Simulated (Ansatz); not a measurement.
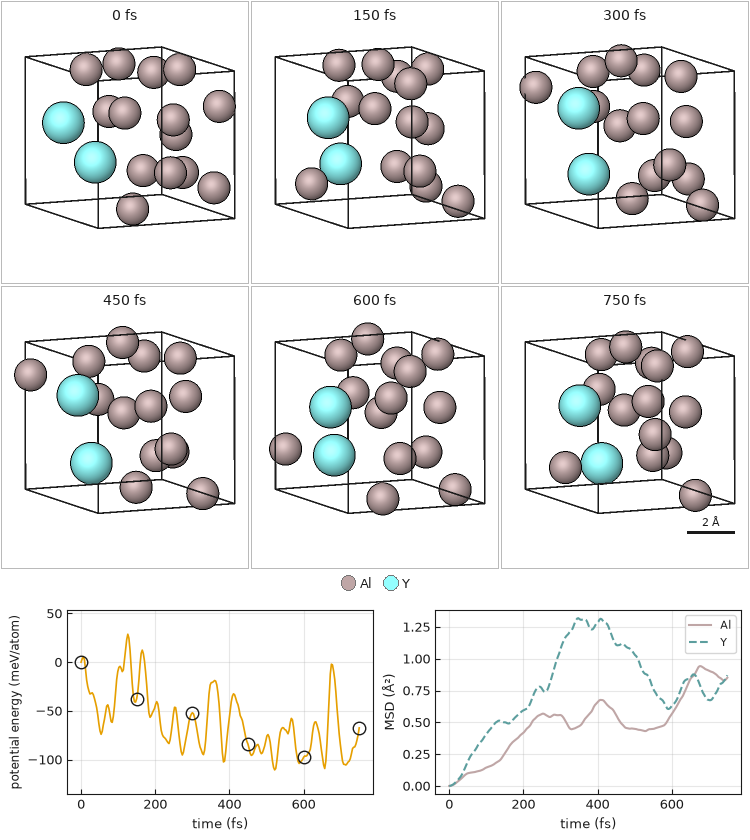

Molecular dynamics of an amorphous cell of composition YAl7 (16 atoms in the cell), 750 fs long. Frames and the history of the run. The picture is a spheres-only view of the simulation cell, seen from a free direction. Atoms that leave the cell re-enter on the other side.

These are results of DFT PBE, scalar-relativistic, plane waves, PAW in Ansatz 0.2.0, not measurements. Settings: plane-wave cutoff 420 eV; k-point mesh 1 × 1 × 1; Fermi-Dirac smearing 0.13 eV; volume 0.96 times that of the relaxed crystal; set temperature 1510 K; time step 3 fs.

**What do the frames and curves show?**

Root-mean-square distances from the starting positions over the second half, with the common drift of all atoms taken out: Y 0.96 Å, Al 0.80 Å. Against the typical shortest distance between atoms in the first frame, about 2.5 Å these are large excursions, but over 750 fs one can't yet tell strong vibration from the start of diffusion. Over the second half the temperature averages 1486 K (spread ±356 K). The potential energy in the second half lies on average 77.1 meV per atom below the first frame. The mean pressure there is 12.1 GPa.

Limits of the set-up: the k-point mesh is coarse for a cell with partly filled bands; the periodic images lie only 6.4 Å apart, so the values are limited by the cell's size.
